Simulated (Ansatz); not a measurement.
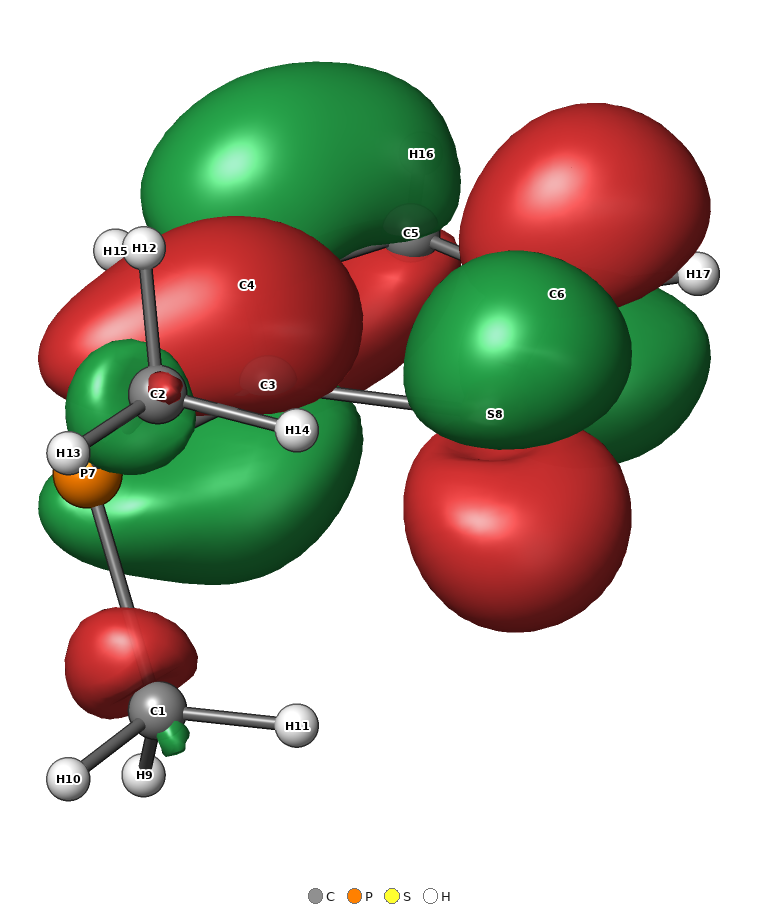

Figure. C$_{6}$H$_{9}$PS (SMILES CP(C)c1cccs1). The LUMO at ±0.1 Å⁻³ᐟ² (green and red are the two phases), seen at an oblique angle.

Geometry: PBE-D3(BJ)/def2-SVP.

These are results of Ansatz, isolated molecule in a Gaussian basis; Kohn-Sham density functional theory, functional PBE0, not measurements.

```yaml
atoms:
  - { symbol: C, position_ang: [-1.0423, 0.6478, 2.6212] }
  - { symbol: C, position_ang: [1.1720, -0.6583, 1.4131] }
  - { symbol: C, position_ang: [-0.8922, 0.4321, -0.2097] }
  - { symbol: C, position_ang: [-1.0731, 1.1894, -1.3608] }
  - { symbol: C, position_ang: [-1.9490, 0.5858, -2.3135] }
  - { symbol: C, position_ang: [-2.4351, -0.6351, -1.8838] }
  - { symbol: P, position_ang: [0.1601, 0.8984, 1.2149] }
  - { symbol: S, position_ang: [-1.8255, -1.0485, -0.3191] }
  - { symbol: H, position_ang: [-1.8311, 1.4235, 2.5652] }
  - { symbol: H, position_ang: [-0.5021, 0.7730, 3.5815] }
  - { symbol: H, position_ang: [-1.5217, -0.3529, 2.6043] }
  - { symbol: H, position_ang: [1.8609, -0.7540, 0.5510] }
  - { symbol: H, position_ang: [1.7820, -0.5744, 2.3353] }
  - { symbol: H, position_ang: [0.5466, -1.5729, 1.4757] }
  - { symbol: H, position_ang: [-0.5778, 2.1604, -1.5033] }
  - { symbol: H, position_ang: [-2.2128, 1.0336, -3.2817] }
  - { symbol: H, position_ang: [-3.1208, -1.3159, -2.4042] }
```

Where does this orbital lie, and at what energy?

Its weight (Hirshfeld) is mainly on C6 (about 20 %), S8 (about 20 %), C3 (about 20 %), C4 (about 15 %), C5 (about 10 %) and P7 (about 5 %). Its energy is −0.88 eV.
